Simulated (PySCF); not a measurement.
## A study: C3F8, SMILES `FC(F)(F)C(F)(F)C(F)(F)F`

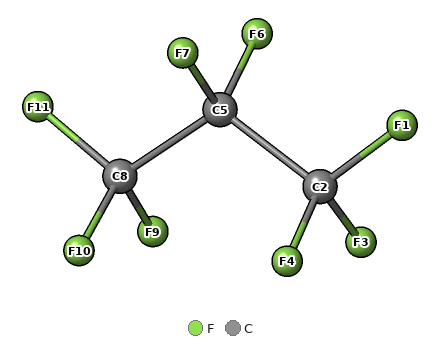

The molecule, with its atoms numbered as below. No frequency check shows the geometry to be a minimum.

Geometry (Å), atoms numbered from 1:

```
F1      -2.3700    0.5493   -0.0002
C2      -1.3009   -0.2334    0.0020
F3      -1.3544   -1.0102    1.0758
F4      -1.3542   -1.0102   -1.0760
C5       0.0000    0.6251   -0.0000
F6       0.0011    1.4183    1.0844
F7      -0.0011    1.4183   -1.0844
C8       1.3009   -0.2334   -0.0020
F9       1.3543   -1.0102    1.0760
F10      1.3544   -1.0102   -1.0757
F11      2.3700    0.5493    0.0002
```

## 1. Bonding charge

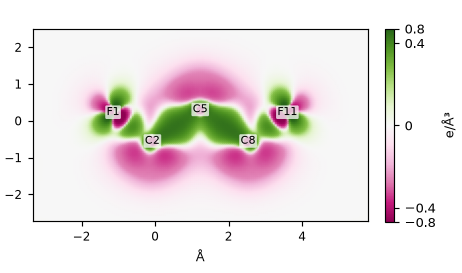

Deformation density (molecule less spherical, spin-averaged free atoms) in the plane of F1, C2, C5, C8 and F11; colour scale in e/Å³, logarithmic beyond ±0.1; green: gain, pink: loss.

PySCF calculation, LDA (SVWN)/def2-SVPD, gas phase; geometry: GFN2-xTB.

**Describe the bonding that the map shows.**

C5–C8 and C2–C5: +0.59 e/Å³ at the bond critical point (bond length 1.56 Å). F1–C2 and C8–F11: +0.17 e/Å³ at the bond critical point (bond length 1.32 Å). In all, 2.3 electrons gather in the regions of gain relative to the promolecule.

**Where do the Hirshfeld charges lie?**

The highest Hirshfeld charge is on C2 and C8 (+0.22 e), the lowest on F3, F4, F9 and F10 (−0.07 e).

## 2. Local ionisation energy

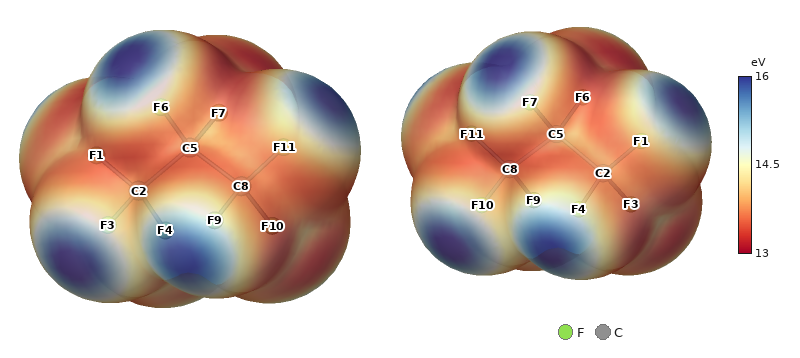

Average local ionisation energy on the surface of electron density 0.001 a.u. (back view left, front view right).

**Where are the most loosely bound electrons on this surface?**

The lowest value is 13.2 eV, 1.7 Å from F6, and at like points elsewhere. For comparison, the highest occupied orbital lies at −9.5 eV.

## 3. In an electric field

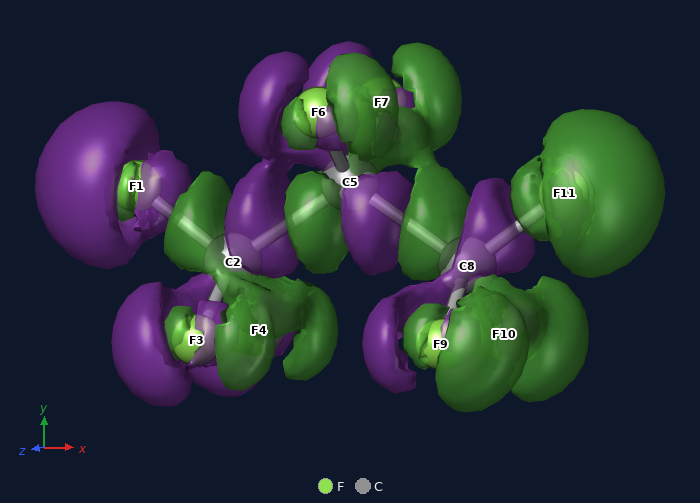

Change of the electron density in a uniform field of 0.10 V/Å, surfaces at ±0.0006 e/Å³ (purple: gain, green: loss).

Method: TPSSh/def2-SVP; geometry: GFN2-xTB; program: PySCF. A basis without diffuse functions makes polarisabilities too small.

**Along which Cartesian direction does the field point?**

Along +x: electrons gather on the −x side, against the field.

**How large is the response?**

The induced dipole is 0.17 D (along the field); α along this axis, from the fields in both directions, is 34 bohr³ (5.1 Å³).

**Which atoms gain and lose the most charge?**

Electrons gather most on F1 (Hirshfeld charge changes by −0.004 e) and leave F11 most (+0.004 e); 0.019 electrons are displaced in all.

## 4. Removing or adding an electron

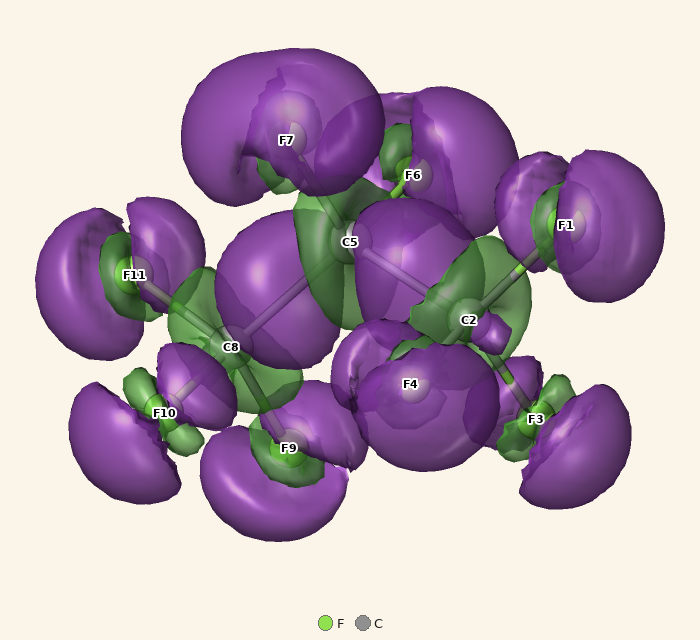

Fukui function f⁻ = ρ(N) − ρ(N−1) at fixed geometry, surfaces at ±0.02 e/Å³ (purple positive, green negative).

PySCF calculation, PBE0/def2-SVP, gas phase; geometry: GFN2-xTB.

**On which atoms does the density change most on removal of an electron?**

f⁻ (Hirshfeld-condensed) is largest on F6 and F7 (0.13 each), F1 and F11 (0.09 each) and F3, F4, F9 and F10 (0.09 each); the vertical ionisation energy is 13.13 eV (the stability of the cation's solution wasn't checked). Condensed values hint at sites of electrophilic attack but needn't mark the atom that reacts. Shares this close don't rank the sites. Orbital relaxation makes it negative in places (0.19 e in all).

| atom | f⁻ | charge |
| --- | --- | --- |
| F1 | +0.09 | −0.07 |
| C2 | +0.06 | +0.23 |
| F3 | +0.09 | −0.08 |
| F4 | +0.09 | −0.08 |
| C5 | +0.08 | +0.14 |
| F6 | +0.14 | −0.07 |
| F7 | +0.13 | −0.07 |
| C8 | +0.06 | +0.23 |
| F9 | +0.09 | −0.08 |
| F10 | +0.09 | −0.08 |
| F11 | +0.09 | −0.07 |

## 5. Localised orbitals

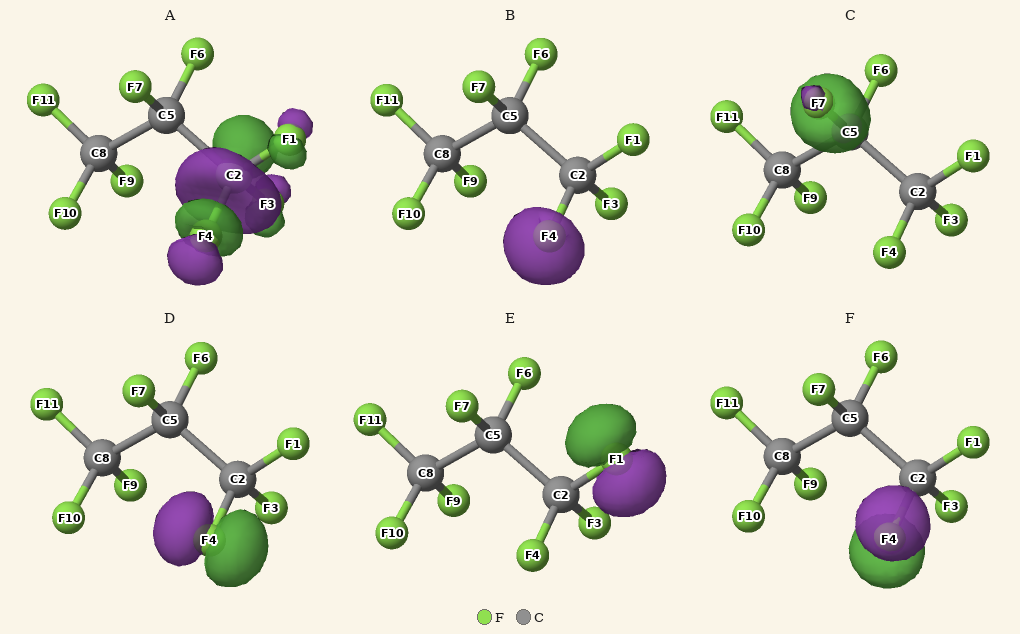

Intrinsic bond orbitals (IBO), occupied and valence-virtual; each surface holds about 80 % of the orbital's density. Energies are diagonal elements of the Fock matrix.

Computed with PySCF, B3LYP/cc-pVDZ, geometry: GFN2-xTB.

**Name the orbitals, with their atomic make-up and energies.**

By panel:
- A: σ* orbital C2–F4, mostly on C2 (C2 64 %, F4 30 %; 5.7 eV)
- B: lone pair on F4 (sp0.4-type) (F4 100 %; −25.2 eV)
- C: σ bond F7–C5 (F7 68 %, C5 32 %; −26.1 eV)
- D: lone pair on F4 (p-type) (F4 97 %; −13.2 eV)
- E: lone pair on F1 (p-type) (F1 97 %; −13.2 eV)
- F: lone pair on F4 (p-type) (F4 96 %; −13.2 eV)

**How do all the valence pairs divide up?**

34 pairs: 24 lone pairs and 10 σ bonds.

The PySCF runs shown took 46 s, 88 s, 97 s and 25 s on 1 thread of Intel(R) Xeon(R) Platinum 8259CL CPU @ 2.50GHz (Skylake/Cascade Lake), on a shared host.
